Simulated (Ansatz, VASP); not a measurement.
# Li3Ga2 in two plane-wave programs

Aim: how closely do two programs agree when they are given the same cell, functional and k mesh? The structure shown is frame 72 of VASP's trajectory.

Main program and level: Ansatz 0.2.0; plane waves, with VASP 6.6.1 beside it; single point at PBEsol.

## Step 1: Set-up

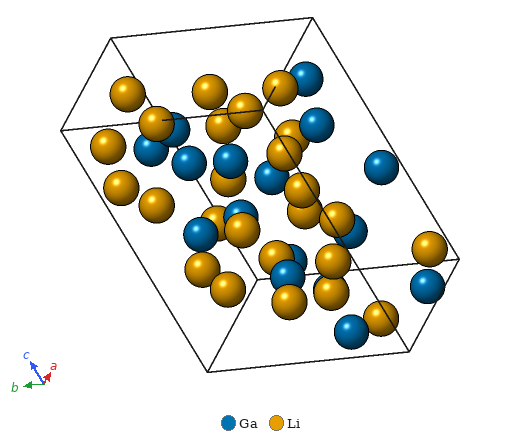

Start, viewed from a free direction; gallium blue, lithium orange. Some periodic images of atoms are drawn too.

## Step 2: VASP: dynamics, PBEsol

This run makes the geometry at which the two programs are then compared.

Lines of VASP's logs that name or quote its potential files are left out, and so is its time.

File INCAR:

```
SYSTEM = Li3Ga2
PREC = Normal
ENCUT = 220
EDIFF = 1E-04
NELM = 120
ISMEAR = -1
SIGMA = 0.0259
LREAL = Auto
ALGO = VeryFast
GGA = PS
LWAVE = .FALSE.
LCHARG = .FALSE.
NCORE = 4
IBRION = 0
NSW = 72
POTIM = 1
TEBEG = 300
TEEND = 300
ISYM = 0
ISIF = 2
NELMIN = 4
MAXMIX = 40
NBLOCK = 1
RANDOM_SEED = 927946 0 0
NWRITE = 1
MDALGO = 2
SMASS = 1
```

File POSCAR:

```
Li3Ga2
   1.00000000000000
     4.4220494838000004    2.5530714599000000    9.4556652814000000
    -4.4220494838000004    2.5530714599000000    9.4556652814000000
     0.0000000000000000   -5.1061429197999999    9.4556652814000000
  Ga              Li
    16    24
Direct
    -0.0127018604878025    0.2295687795609440    0.1215349311005115
     0.9403445043920232    0.1829826984475181    0.7636468497034016
    -0.0128816400274135    0.7797013332565330    0.0840293126360438
     0.2103511840653995    0.5552959388239367    0.5073621328077241
     0.6330384660262937    1.0746358636476809    0.0568281358442230
     0.5576867471788083   -0.0551885255802214    0.6764276401116615
     0.7731787116923916    0.5599798608464147    1.0053749368194922
     0.5169205357818494    0.7911521146137920    0.6330098489268589
     0.6345987588682588    0.2527192509535809    0.3026264774373569
     0.3084471362045300    0.6159662564435658    0.8464809577907032
     0.4542649025813504    0.8221397858301982    0.4127194483961653
     0.4308370454128608    0.6180323297755520    0.1998002412792389
     0.7708053123349409    0.5254539083093768    0.4476007983783523
     0.0563555575230908    0.3042078677220365    0.8006634331420474
     0.8600114354476871    1.0065694645315251    0.4341879496361045
     0.8136925049051139    1.1495820429623056    0.6527941150746699
     0.2926936289245157    0.0467843360398499    0.9498844066071214
     0.7247083659013144    0.3607272294947936    0.3673054980921987
     0.0763668396376566    0.8541762815831130    0.5963029260523369
     0.9897972727688786    0.5207111533690090    0.5091194376679374
     0.3577825687721524    0.1125523110142626    1.0967756016228627
     0.3265210486512764    0.1257737774475926    0.4016167823780288
     0.3111454120370253    0.8042502999358024    0.9342503439311558
     0.6343903721849599    0.3628369400958354    0.7861377041874488
     0.2096108408899914    0.6303940231715106    0.2013395643241752
     0.5460734034252774    0.2111640987668110    0.6175514693683960
     0.3847470508387462    0.5919084975188270    0.5104979850359738
     0.1793609255789214    0.9475600407984881    0.6439344176014250
     1.1848822314722824    0.4476369499379657    0.8516981154533019
     0.7094774460083290    0.4431666488346964    0.8823386235655590
     0.7631276184907756    0.8732472372029103    0.3477322952532343
     0.7069717797456224    0.8908708665717927    0.8343025651961204
     0.0772256059806110    0.4320475303842350    0.2319131937035950
     0.2838708971802626    0.2450797075304681    0.5553259079049484
     0.1336041187310592    0.8660858679664681    0.2599496931140778
     0.0549487760672857    1.1833843537740865    0.3193475659480047
     0.9586654412524647    0.0737330066172457    0.0358770999087322
     0.4876473764119962    0.3367288781638678    1.1343990490019518
     0.7620457492263200    0.7157398060729913    0.1569782994195538
     0.8764512618581897    0.6825308285340974    0.6440224465402196

  0.29794365E-02  0.64815305E-02 -0.25068378E-02
 -0.18058677E-03 -0.32001848E-02  0.17331136E-02
 -0.87631830E-03  0.76559874E-03  0.12469495E-02
  0.43839900E-02  0.58889334E-02 -0.16328887E-02
  0.10200310E-02  0.10599564E-01 -0.33826726E-03
 -0.53017482E-03 -0.94982200E-03  0.60450788E-02
 -0.39960888E-02 -0.18006169E-02  0.21759289E-02
  0.18308555E-02 -0.18272008E-02 -0.46353325E-02
  0.41504596E-02  0.26423036E-02  0.54455635E-03
  0.15653658E-02  0.54200081E-02  0.11194170E-02
 -0.55978321E-02  0.20389746E-02  0.70466199E-03
  0.37010478E-02 -0.43063840E-03 -0.36547428E-02
 -0.11256342E-02 -0.21421478E-02  0.49396728E-02
 -0.15206539E-02  0.23907755E-02  0.32529466E-02
 -0.39518483E-02  0.16414247E-02  0.15188167E-02
 -0.56886578E-02 -0.12834839E-02 -0.34507070E-02
  0.20355869E-01 -0.38087291E-02  0.49416135E-02
 -0.49114583E-02 -0.68234411E-02 -0.13300220E-01
 -0.10367548E-01 -0.16375624E-01 -0.14009089E-01
  0.12456346E-01 -0.71809893E-02  0.68190499E-02
 -0.24350092E-01  0.21573413E-01 -0.39455607E-02
 -0.12813355E-01 -0.66225002E-02  0.45619046E-02
 -0.18584320E-01 -0.63057676E-03  0.70501334E-02
 -0.39293620E-03 -0.25538721E-02 -0.14399110E-02
 -0.17398140E-01  0.67689419E-02  0.17691672E-01
  0.24798767E-01  0.70437225E-02 -0.16237937E-01
 -0.14350769E-01 -0.14746732E-01  0.19173945E-01
  0.77991411E-02  0.43101598E-02 -0.30101545E-01
 -0.15591255E-02 -0.14258307E-01  0.28128270E-01
  0.10263280E-01  0.12064156E-01  0.14459210E-01
 -0.14275464E-02 -0.12089294E-02 -0.14282532E-01
 -0.84451136E-02  0.23630146E-02  0.24230076E-01
  0.22556666E-01 -0.75784635E-02  0.11225806E-01
  0.50642737E-02  0.20720550E-02  0.62266353E-02
  0.10786069E-01  0.11432993E-01  0.83956934E-02
 -0.74082671E-02  0.84991569E-02  0.76731805E-02
 -0.61753973E-02 -0.18105618E-01  0.60026359E-02
 -0.23302111E-01  0.20954716E-02  0.35523482E-02
 -0.11337941E-01 -0.50895082E-02  0.17947187E-01
 -0.62596858E-02  0.25031217E-01  0.23680110E-01

           1
   1.00000000000000
  0.10000000E+01  0.00000000E+00  0.00000000E+00  0.00000000E+00
  0.98796977E+00  0.22956664E+00  0.12060032E+00
  0.94017627E+00  0.18285530E+00  0.76412577E+00
  0.98711321E+00  0.77989436E+00  0.83973313E-01
  0.21117375E+00  0.55512711E+00  0.50653570E+00
  0.63383382E+00  0.75200553E-01  0.55432314E-01
  0.55777790E+00  0.94502252E+00  0.67676475E+00
  0.77268604E+00  0.56039086E+00  0.56867348E-02
  0.51684486E+00  0.79066241E+00  0.63308501E+00
  0.63525974E+00  0.25244165E+00  0.30230069E+00
  0.30901742E+00  0.61618255E+00  0.84581277E+00
  0.45378990E+00  0.82293068E+00  0.41247808E+00
  0.43109857E+00  0.61745690E+00  0.19972763E+00
  0.77071233E+00  0.52561548E+00  0.44805462E+00
  0.56454363E-01  0.30465055E+00  0.80046596E+00
  0.85972530E+00  0.71769943E-02  0.43402718E+00
  0.81284386E+00  0.15001983E+00  0.65284004E+00
  0.29492083E+00  0.44408269E-01  0.95055588E+00
  0.72323873E+00  0.36036826E+00  0.36772752E+00
  0.73631717E-01  0.85378567E+00  0.59794710E+00
  0.99097731E+00  0.51907432E+00  0.51029739E+00
  0.35629855E+00  0.11657481E+00  0.93819850E-01
  0.32480074E+00  0.12695108E+00  0.40264224E+00
  0.30925146E+00  0.80655899E+00  0.93458121E+00
  0.63412846E+00  0.36266389E+00  0.78642038E+00
  0.20870919E+00  0.63342678E+00  0.20107947E+00
  0.54876479E+00  0.20824751E+00  0.61605941E+00
  0.38283766E+00  0.59324438E+00  0.51309927E+00
  0.17946300E+00  0.94589842E+00  0.64231053E+00
  0.18476673E+00  0.44787403E+00  0.85455129E+00
  0.71193519E+00  0.44330346E+00  0.88127323E+00
  0.76238380E+00  0.87282624E+00  0.34738664E+00
  0.70702532E+00  0.89283418E+00  0.83484821E+00
  0.79677089E-01  0.42939806E+00  0.23329839E+00
  0.28479828E+00  0.24486186E+00  0.55527488E+00
  0.13586602E+00  0.86590861E+00  0.25875295E+00
  0.54936454E-01  0.18504733E+00  0.31850840E+00
  0.95699685E+00  0.73460913E-01  0.38452606E-01
  0.48527464E+00  0.33962566E+00  0.13425069E+00
  0.76106420E+00  0.71732222E+00  0.15827547E+00
  0.87821232E+00  0.68570745E+00  0.64158911E+00
 -0.97720887E-03  0.66256848E-03  0.34241442E-03
 -0.84830703E-03 -0.53355355E-03  0.10056245E-02
 -0.13447231E-02  0.12518604E-02 -0.47171470E-03
 -0.86169778E-03  0.38591298E-03  0.26228928E-03
  0.52888229E-03 -0.44859182E-03 -0.25598962E-03
  0.99754508E-04 -0.69123867E-03  0.98881812E-04
  0.79353864E-03  0.42355220E-03 -0.12495382E-02
  0.24546235E-03  0.53883891E-03 -0.33618244E-03
 -0.16116216E-03  0.28522714E-04 -0.68544477E-04
  0.21451445E-03 -0.73108490E-04 -0.34396611E-03
  0.67667475E-03 -0.12248359E-02 -0.25570184E-04
  0.12548318E-02 -0.22101214E-02  0.81941549E-03
 -0.12081159E-02  0.15259657E-02  0.46774952E-03
  0.33707535E-03  0.20478417E-04 -0.54300187E-03
  0.27835129E-03 -0.20655503E-03  0.56240479E-03
 -0.58295482E-03  0.11268167E-02 -0.46930921E-03
  0.30052677E-02 -0.18824306E-03 -0.15068859E-02
  0.19326922E-02  0.19438054E-02 -0.34937452E-02
  0.22874670E-02 -0.25597418E-02  0.46970951E-03
 -0.12083595E-02  0.23421640E-02  0.28008093E-02
  0.24332984E-02 -0.52055697E-02  0.43661315E-02
  0.30939489E-02  0.28150819E-02 -0.46599168E-02
 -0.11963081E-02  0.13925680E-02  0.11317151E-02
  0.26943958E-02 -0.35266372E-02  0.41074654E-02
  0.57619510E-02 -0.38755709E-03 -0.18139656E-02
  0.12462880E-03 -0.15143933E-02  0.10420799E-02
  0.53369620E-03 -0.11276672E-02 -0.74797712E-03
  0.23548014E-02 -0.14316774E-02  0.25984168E-03
 -0.13424464E-02  0.19832704E-02  0.66340194E-03
 -0.36772125E-02 -0.11558948E-04  0.31685213E-02
 -0.20267204E-02  0.31629102E-02 -0.19490670E-02
 -0.49702102E-03 -0.22245328E-03  0.16044346E-02
  0.10406960E-02 -0.28745037E-02 -0.42071961E-03
 -0.24204220E-02 -0.28660374E-03  0.95240056E-03
  0.97492718E-03 -0.60051574E-03  0.11013858E-04
  0.40176508E-02  0.25722354E-03 -0.56475896E-02
 -0.56353819E-03  0.13106933E-03 -0.37881545E-03
 -0.28290265E-02  0.17214093E-02  0.11437702E-02
 -0.12059892E-02  0.22910621E-04  0.21246653E-02
  0.21788321E-02 -0.15694018E-02 -0.11879345E-02
  0.00000000E+00  0.00000000E+00  0.00000000E+00
  0.00000000E+00  0.00000000E+00  0.00000000E+00
  0.00000000E+00  0.00000000E+00  0.00000000E+00
  0.00000000E+00  0.00000000E+00  0.00000000E+00
  0.00000000E+00  0.00000000E+00  0.00000000E+00
  0.00000000E+00  0.00000000E+00  0.00000000E+00
  0.00000000E+00  0.00000000E+00  0.00000000E+00
  0.00000000E+00  0.00000000E+00  0.00000000E+00
  0.00000000E+00  0.00000000E+00  0.00000000E+00
  0.00000000E+00  0.00000000E+00  0.00000000E+00
  0.00000000E+00  0.00000000E+00  0.00000000E+00
  0.00000000E+00  0.00000000E+00  0.00000000E+00
  0.00000000E+00  0.00000000E+00  0.00000000E+00
  0.00000000E+00  0.00000000E+00  0.00000000E+00
  0.00000000E+00  0.00000000E+00  0.00000000E+00
  0.00000000E+00  0.00000000E+00  0.00000000E+00
  0.00000000E+00  0.00000000E+00  0.00000000E+00
  0.00000000E+00  0.00000000E+00  0.00000000E+00
  0.00000000E+00  0.00000000E+00  0.00000000E+00
  0.00000000E+00  0.00000000E+00  0.00000000E+00
  0.00000000E+00  0.00000000E+00  0.00000000E+00
  0.00000000E+00  0.00000000E+00  0.00000000E+00
  0.00000000E+00  0.00000000E+00  0.00000000E+00
  0.00000000E+00  0.00000000E+00  0.00000000E+00
  0.00000000E+00  0.00000000E+00  0.00000000E+00
  0.00000000E+00  0.00000000E+00  0.00000000E+00
  0.00000000E+00  0.00000000E+00  0.00000000E+00
  0.00000000E+00  0.00000000E+00  0.00000000E+00
  0.00000000E+00  0.00000000E+00  0.00000000E+00
  0.00000000E+00  0.00000000E+00  0.00000000E+00
  0.00000000E+00  0.00000000E+00  0.00000000E+00
  0.00000000E+00  0.00000000E+00  0.00000000E+00
  0.00000000E+00  0.00000000E+00  0.00000000E+00
  0.00000000E+00  0.00000000E+00  0.00000000E+00
  0.00000000E+00  0.00000000E+00  0.00000000E+00
  0.00000000E+00  0.00000000E+00  0.00000000E+00
  0.00000000E+00  0.00000000E+00  0.00000000E+00
  0.00000000E+00  0.00000000E+00  0.00000000E+00
  0.00000000E+00  0.00000000E+00  0.00000000E+00
  0.00000000E+00  0.00000000E+00  0.00000000E+00
```

File KPOINTS:

```
Automatic mesh
0
Gamma
2 2 2
0 0 0
```

Potentials, in the order of the species: Ga and Li (PBE family, release 64).

Started as:

```sh
$ mpirun -np 4 vasp_std
```

Numbers of over 12 decimals in the logs are rounded to 6 here.

The log of the run:

```text
[banner, memory and clock lines left out]
running    4 mpi-ranks, on    1 nodes
[...]
|                                                                             |
|               ----> ADVICE to this user running VASP <----                  |
|                                                                             |
|     You enforced a specific xc type in the INCAR file but a different       |
|     [... a line on the potential file left out ...]
|     I HOPE YOU KNOW WHAT YOU ARE DOING!                                     |
|                                                                             |

 LDA part: xc-table for (Slater+PW92), standard interpolation
|                                                                             |
|           W    W    AA    RRRRR   N    N  II  N    N   GGGG   !!!           |
|           W    W   A  A   R    R  NN   N  II  NN   N  G    G  !!!           |
|           W    W  A    A  R    R  N N  N  II  N N  N  G       !!!           |
[...]
63 T=   308. E= -.90941363E+02 F= -.10343566E+03 E0= -.10342200E+03  EK= 0.15508E+01 SP= 0.65E+01 SK= 0.44E+01
     64 T=   307. E= -.90941397E+02 F= -.10351760E+03 E0= -.10350384E+03  EK= 0.15483E+01 SP= 0.66E+01 SK= 0.44E+01
     65 T=   307. E= -.90941429E+02 F= -.10360224E+03 E0= -.10358839E+03  EK= 0.15486E+01 SP= 0.67E+01 SK= 0.44E+01
     66 T=   308. E= -.90941457E+02 F= -.10368872E+03 E0= -.10367480E+03  EK= 0.15506E+01 SP= 0.68E+01 SK= 0.44E+01
     67 T=   308. E= -.90941476E+02 F= -.10377617E+03 E0= -.10376219E+03  EK= 0.15535E+01 SP= 0.68E+01 SK= 0.44E+01
     68 T=   309. E= -.90941484E+02 F= -.10386378E+03 E0= -.10384974E+03  EK= 0.15563E+01 SP= 0.69E+01 SK= 0.44E+01
     69 T=   309. E= -.90941492E+02 F= -.10395073E+03 E0= -.10393665E+03  EK= 0.15583E+01 SP= 0.70E+01 SK= 0.44E+01
     70 T=   309. E= -.90941485E+02 F= -.10403629E+03 E0= -.10402217E+03  EK= 0.15588E+01 SP= 0.71E+01 SK= 0.44E+01
     71 T=   309. E= -.90941473E+02 F= -.10411982E+03 E0= -.10410567E+03  EK= 0.15574E+01 SP= 0.72E+01 SK= 0.44E+01
     72 T=   308. E= -.90941447E+02 F= -.10420075E+03 E0= -.10418658E+03  EK= 0.15534E+01 SP= 0.73E+01 SK= 0.45E+01
Information: wavefunction orthogonal band   54  0.8729
[...]
prediction of wavefunctions
 wavefunctions rotated
```

Parts of OUTCAR (step 2):

```text
  Total        8.4113180     16.2408439      8.1806608     -0.7907315     -0.3838703     -2.4604892
  in kB       21.0399510     40.6246157     20.4629885     -1.9779246     -0.9602077     -6.1546326
  external PRESSURE =      27.3758517 kB  Pullay stress =       0.0000000 kB

 POSITION                                       TOTAL-FORCE (eV/Angst)
 -----------------------------------------------------------------------------------
     -0.90188      0.13579      3.16626        -0.445927     -0.844872      0.935654
      3.36377     -1.18390     17.89519        -0.380507      0.738611      0.185879
      0.87747      4.23500     17.43093        -0.272694      0.014025      0.390153
     -1.26644     -0.69007     11.96410        -0.225479      0.185473      0.487372
      2.72236      1.84981      7.24829         0.344001     -0.776651     -0.310293
     -1.49276      0.27183     20.71898        -0.009141     -0.118940     -0.278019
      0.86465      3.37483     12.77806         0.306264      0.444594     -0.490807
     -1.02120     -0.05047     18.09960        -0.171644      0.306760      0.063696
      1.72367      0.88420     11.06171         0.151993     -0.088194     -0.055331
     -1.45227     -2.06369     16.74713        -0.082387     -0.808860     -0.102483
     -1.85422      1.31040     15.93305        -0.018683     -0.119211     -0.419583
     -0.53430      1.75688     11.64427        -1.184764     -0.020237      0.093149
      1.04713      0.85763     16.63186        -0.097066      0.376048     -0.355406
     -1.16411     -3.06195     11.14626        -0.090164     -0.508903     -0.181462
[...]
-----------------------------------------------------------------------------------
    total drift:                                0.010932     -0.000884      0.007726

  FREE ENERGIE OF THE ION-ELECTRON SYSTEM (eV)
  ---------------------------------------------------
  free  energy   TOTEN  =      -104.2007497638 eV

  energy  without entropy=     -104.1724030168  energy(sigma->0) =     -104.18657639

[... 3 further parts left out ...]
[key lines of the parts left out:]
E-fermi :   1.9408
```

(Part 1 of 2 ends here.)

[Lines on the potential files, build, host, timing and source positions are cut from VASP's logs without a mark.]

[Logs are printed without paths, hosts, clocks, repeated set-up lines and the standing remarks that a program may print on its own settings, such as how far it seeks lower states.]

[Hosts, paths, dates, database ids (printed as entryN), source tags and the programs' standing remarks are cut or masked in the printed files.]
